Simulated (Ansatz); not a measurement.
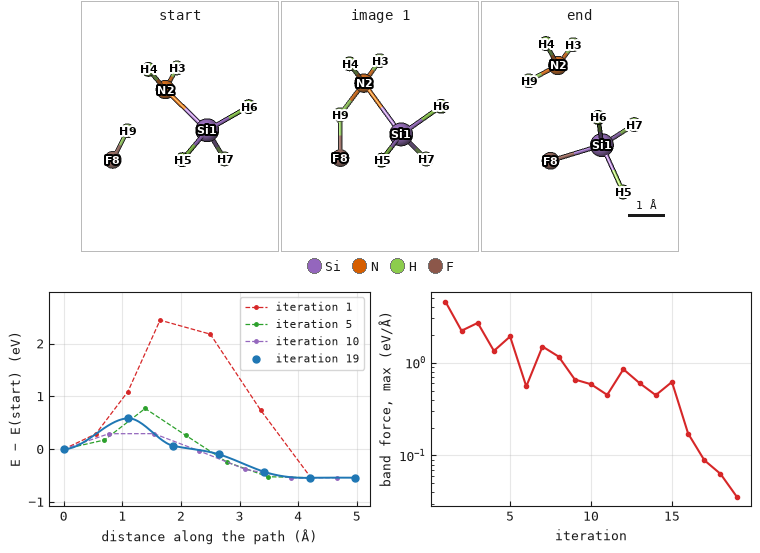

A search for the minimum-energy path of SiNH₆F by the nudged elastic band. Images are numbered from 0 (start) to 6 (end). The plot follows the band through its iterations. The picture is a ball-and-stick view, seen at a tilt.

The calculation used RKS PBE0/def2-SVP (Ansatz). Run with 5 movable images; climbing image; force threshold 0.05 eV/Å; iteration limit 60; starting path through a guess of the saddle point.

Q: Judge this run.

A: The result is final at these settings. The band converged in 19 iterations. The largest component of the band force went from 4.5 to 0.036 eV/Å. The climbing image converged on the top of the path. Its vibrational analysis gives one imaginary mode (654i cm⁻¹), as a transition state must have. The first iteration put the highest image at 2.44 eV. The highest point, image 1, lies 0.58 eV above the start and 1.12 eV above the end; the end is at −0.54 eV relative to the start.

The run took 96 s on 1 thread of AMD EPYC 9R45 96-Core Processor (Zen 5) (shared host), peak memory 0.16 GiB.
